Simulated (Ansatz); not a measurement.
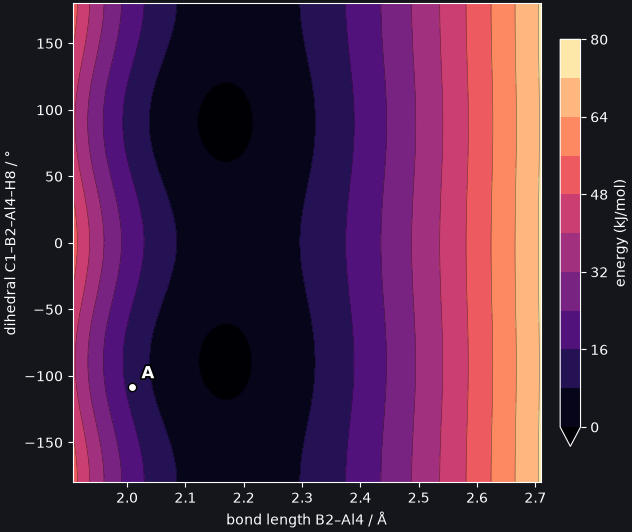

CH5AlBF, SMILES C[B](F)[AlH2]. First axis: bond length B2–Al4. Second axis: dihedral C1–B2–Al4–H8. Nothing is relaxed (all other coordinates rigid). Grid: 9 × 10 points. Points are written as (first, second). Energies: kJ/mol, counted from the lowest grid point. All numbers below come from RKS PBE0-D4/def2-TZVP in Ansatz 0.2.0.

The picture shows filled contours, the point A. Between grid points the surface is interpolated.

> Is A at rest? If not, where is it pushed?

A, at (2.008 Å, −108°), is not a stationary point. The computed force is 195 kJ/mol for each Å towards larger values of bond length B2–Al4 and 0.076 kJ/mol for each degree towards larger values of dihedral C1–B2–Al4–H8.
